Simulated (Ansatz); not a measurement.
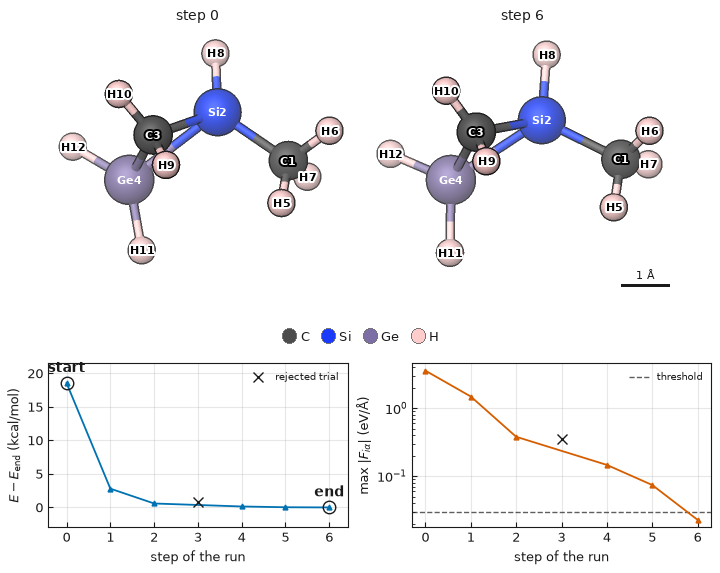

First and last geometry of a relaxation of C2H8GeSi (coarse preliminary run), with the history of the run. The picture is a ball-and-stick view, seen at a tilt.

The start comes from a force field.

These are results of RKS PBE-D4/def2-SVP in Ansatz 0.2.0, not measurements. (force threshold 0.03 eV/Å; at most 200 steps)

**What do the curves and the structures tell?**

It converged. The atom that moves furthest after the best rigid fit is H7 (0.43 Å). Largest moves by element: H 0.43 Å, Si 0.22 Å, C 0.17 Å, Ge 0.10 Å. Some distances before and after: C3–Ge4 1.875 → 2.034 Å, Si2–C3 1.797 → 1.901 Å, Si2–H8 1.436 → 1.504 Å, C1–Si2 1.818 → 1.886 Å. Among the angles between lasting bonds that change: H11–Ge4–H12 126.6° → 113.4°, C1–Si2–Ge4 109.2° → 121.4°, C1–Si2–H8 124.8° → 114.0°. After 5 accepted moves (6 points after the start) the energy has fallen by 18.6 kcal/mol. Largest force component: 3.6 eV/Å at the start, 0.023 eV/Å at the end. The line search rejected the trial step at point 3 of the run.
